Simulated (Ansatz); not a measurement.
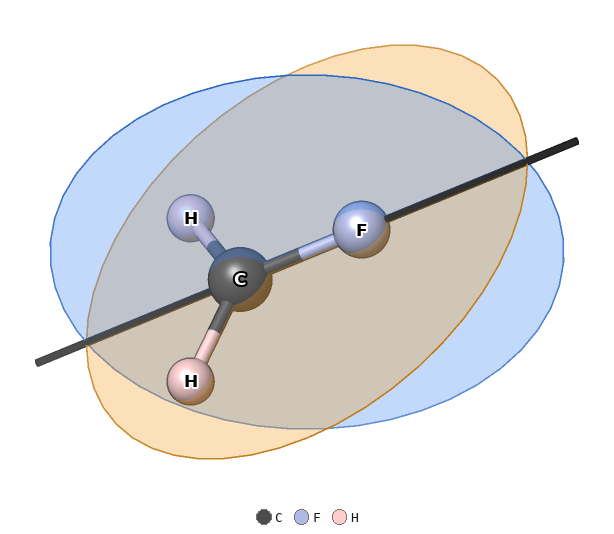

All proper rotation axes (lines) and mirror planes (discs) of the structure are drawn in. Distant atoms are faded towards the background colour. Charge +1, singlet. The geometry was computed by an optimisation with PBE0-D4/def2-TZVP. No frequency run is at hand to confirm it as a minimum.

Question: What is the order of each axis, and which point group results?

Answer: It has 1 C2 axis and 2 mirror planes. Point group C2v. The group has 4 operations. The geometry is achiral, and symmetry allows a dipole moment.
